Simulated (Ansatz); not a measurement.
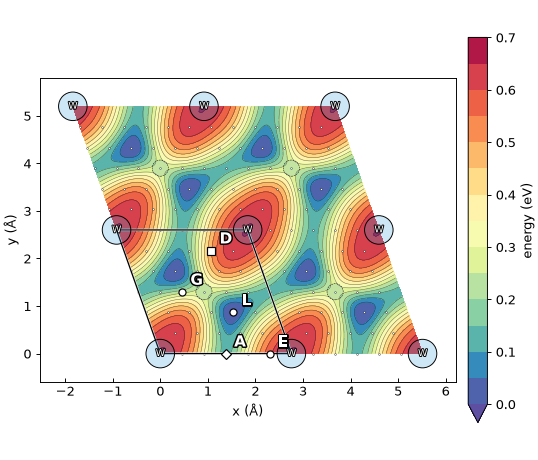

Cl on a W(110) slab cut from the Im-3m phase, its upper half relaxed before the scan (12 atoms of substrate and one adsorbate in a 2 × 2 cell). Cl is moved over the surface cell; relaxed at each place: the height of the adsorbate's atoms; substrate rigid; the origin of the map has the adsorbate above W9. Places are given modulo a cell vector. The map is drawn in real space over the plane of the surface. The scan uses a 6 × 6 grid; 13 points were computed and 23 follow by symmetry. Places are given in fractions of the 1 × 1 surface cell. Energies are in eV, from the lowest grid point. These are results of Ansatz 0.2.0, DFT PBE, scalar-relativistic, plane waves, PAW, not measurements. Settings: cutoff 420 eV, k-mesh 5×5×1, gaussian smearing 0.1 eV, no spin polarisation.

In the figure: filled contours, dots at the grid points, labelled circles for the atoms of the top layer and small ones for the second layer, the outline of one cell of the 2 × 2 shown, lettered points. Between grid points the surface is interpolated.

> Is E the lowest point of the computed grid?

No. E lies 0.587 eV above the lowest grid point, which is at (2/6, 4/6) of the cell vectors [nearest 1 W at 2.46 Å].

PAW datasets: the set soft_1.
